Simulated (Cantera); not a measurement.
A closed system holds: 1 mol MgO, 1.2 mol HBr, 4.2 mol N₂, at 2600 Pa.

These are equilibrium values from Cantera (NASA tables, ideal gas, pure condensed phases), not measurements of a reactor. Candidate condensed phases: Br₂, H₂O, Mg, MgBr₂, MgO, Mg(OH)₂; 36 gas species. Rates play no part.

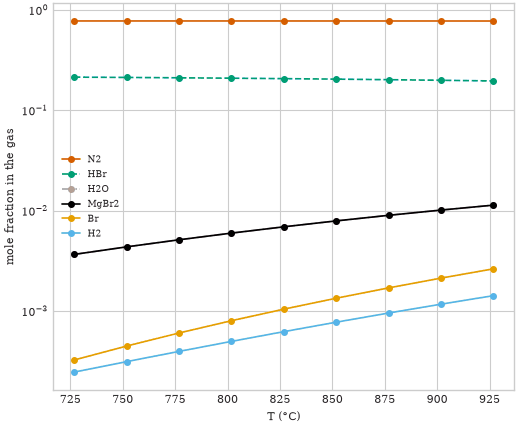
Figure: Equilibrium gas composition (values under 1e-9 drawn at 1e-9)

Q: Read off the mole fractions at 927 °C.

A: N₂ about 0.78, HBr about 0.20, H₂O about 0.011, MgBr₂ about 0.011, Br about 0.0026, H₂ about 0.0014.
